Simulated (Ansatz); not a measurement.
Computed with PBE (plane waves to 420 eV, PAW; Ansatz, an electronic-structure program).

Host crystal: beta Si3N4, with a band gap (PBE, scalar-relativistic without spin-orbit coupling).

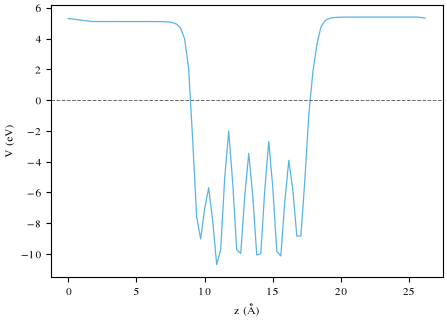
Plane-averaged electrostatic potential energy along the normal, in eV from the highest filled level, for N on the 1x1 (0001) surface of beta Si3N4 (cut with top plane 4 N + 3 Si), one in a 1x1 cell, started at the site 'over Si at depth 1.6 Å'

Model: 43-atom slab, 7.8 Å thick at the start under the adsorbate (thin: gaps and levels are the slab's own), 3x3x1 mesh, Fermi-Dirac 0.01 eV, dipole correction, 21 atoms held, the rest relaxed; no symmetry held; spin-polarised, ending with about 1.0 μB a cell; orders that need a larger cell were not tried, no spin-orbit, no U, no dispersion correction. At the end it is bonded to N + Si. In PBE it is, or lies within 0.03 eV of, the lowest of the starts that converged.

The vacuum level lies 5.39 eV above the highest filled level over the top face and 5.10 eV above it under the bottom face.
